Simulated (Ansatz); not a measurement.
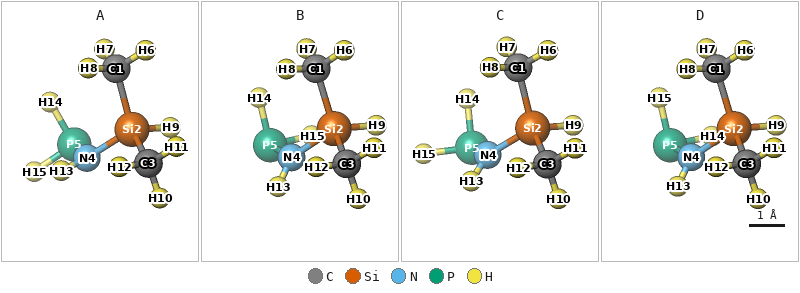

4 geometries from a converged minimum-energy path of C₂H₁₀NPSi, shuffled. The picture is a ball-and-stick view, seen from a free direction.

Method: RKS CAM-B3LYP/6-31G* (Ansatz 0.2.0). Run with 5 movable images; climbing image; force threshold 0.05 eV/Å; iteration limit 60; starting path through a guess of the saddle point.

Q: Which frame is the top of the path?

A: C. In order along the path, whose images run from 0 to 6: B (image 0, 0.00 eV), A (image 2, +0.17 eV), C (image 4, +0.31 eV), D (image 6, 0.00 eV). The motion is an umbrella inversion at P5. No bond forms or breaks between the ends. Among the angles between lasting bonds that change up to the highest image: N4–P5–H15 100.7° → 98.1°, N4–P5–H14 101.1° → 98.6°.
